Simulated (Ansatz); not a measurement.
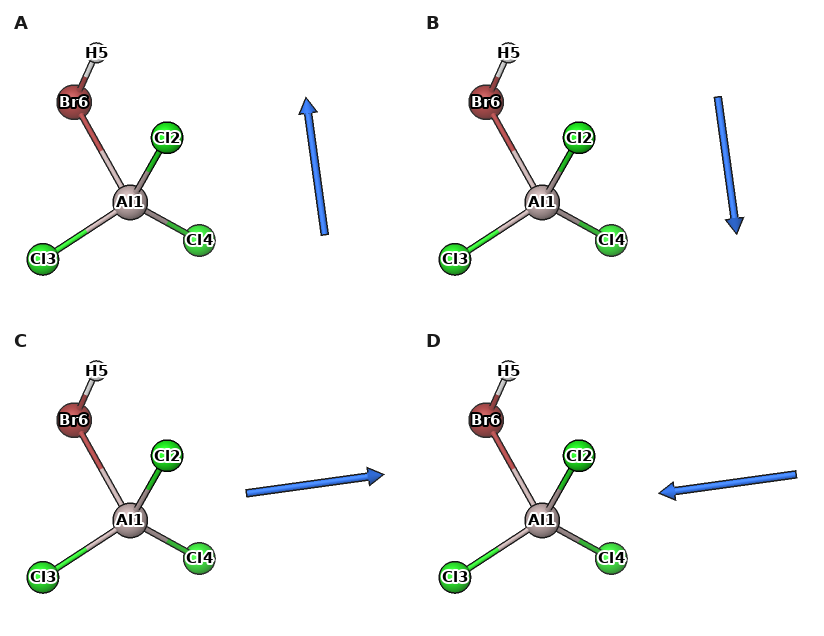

The same molecule four times, each with an arrow. The computed geometry is a stationary point of PBE0-D4/def2-TZVP, a saddle point of order 1. Level of theory: RKS PBE0-D4/def2-SVP (Ansatz 0.2.0).

> Which arrow points along the dipole moment, from the negative to the positive end?

A. The dipole moment is 2.19 D; it points from the side of Cl3, Cl4 to the side of H5 (the outermost atoms at the two ends).
